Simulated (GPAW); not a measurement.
# What relaxation does to the transmission of 10 junctions

A junction put together from bond lengths is quick to compute. How far is its transmission from that of the relaxed structure, and is geometry or basis the larger error?

**Method.** Relaxation in the dzp basis, within the symmetry of the start (GPAW, PBE, forces under 0.05 eV/Å; an orbital basis tends to overbind), lead ends held. Transmission: GPAW 26.7.0 in a basis of numerical atomic orbitals with PAW setups; lead and junction are solved self-consistently in repeated cells 9 Å or more across, their Hamiltonian and overlap matrices go into Green's functions with semi-infinite leads (ASE), and T is the Landauer transmission at zero bias, at the junction cell's Fermi level, for one spin or as the mean of both where a run is spin-polarised.

Results:

| junction | largest move (Å) | T as built, dzp | T relaxed, dzp | T relaxed, sz |
| --- | --- | --- | --- | --- |
| In chain with a Se atom on top of one atom | 1.02 | 1.09 | 0.948 | 0.973 |
| hydroquinonedithiol between two Cu chains | 0.97 | 0.63 | 0.265 | 0.938 |
| Pd chain with CO on top of one atom | 0.84 | 2.19 | 0.44 | 0.228 |
| Cu chain with two O atoms in line | 0.18 | 0.0882 | 0.0827 | 0.117 |
| thiophene-2,5-dithiol between two Pd chains | 0.16 | 0.264 | 0.136 | 0.267 |
| CO in line between two Li chains | 0.09 | 8.5e−04 | 0.00145 | 0.0207 |
| Na chain with one Pt atom in line | 0.08 | 0.31 | 0.306 | 0.414 |
| thiophene-2,5-dithiol between two Ag chains | 0.08 | 3.8e−04 | 3.6e−04 | 0.00137 |
| Ir chain with one Au atom in line | 0.07 | 2.35 | 1.88 | 1.76 |
| Ga chain with two Li atoms in line | 0.05 | 0.894 | 0.915 | 0.992 |

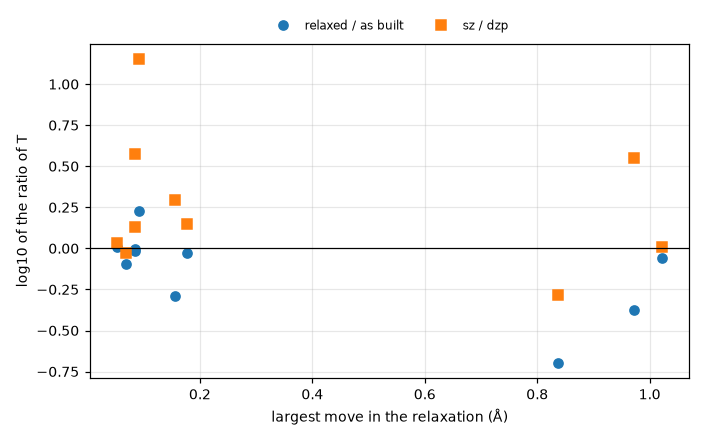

Change of T by relaxation and by the smaller basis.

**Reading.** Relaxation raises T in 1 junctions, lowers it in 6 and leaves it within 5 % in 3. The largest change as a ratio is for Pd chain with CO on top of one atom, from 2.19 to 0.44. Moves over 0.6 Å, in 3 junctions, go beyond an adjustment of bond lengths: chain atoms buckled, a molecule turned or bonds were remade. In 3 of 10 cases the geometry matters more than the step from dzp to the minimal basis. The link between the largest move and the size of the change (r = 0.54) is weak or rests on one or two junctions.

**Limits.** The cell length was held, so a junction may stay under tension or compression; the symmetry of the start was kept, and lower structures may exist. An evenly spaced straight chain is an idealisation of an electrode: free chains dimerise or zigzag, and their density of states has sharper edges than a bulk metal's. No run was spin-polarised, so magnetic states weren't tested. Spin-orbit coupling is left out, which matters for the heavier atoms here. Junctions whose dzp lead is shut at the Fermi level or whose end layer misses the lead by over 0.25 eV were left out, as were moves over 1.5 Å.
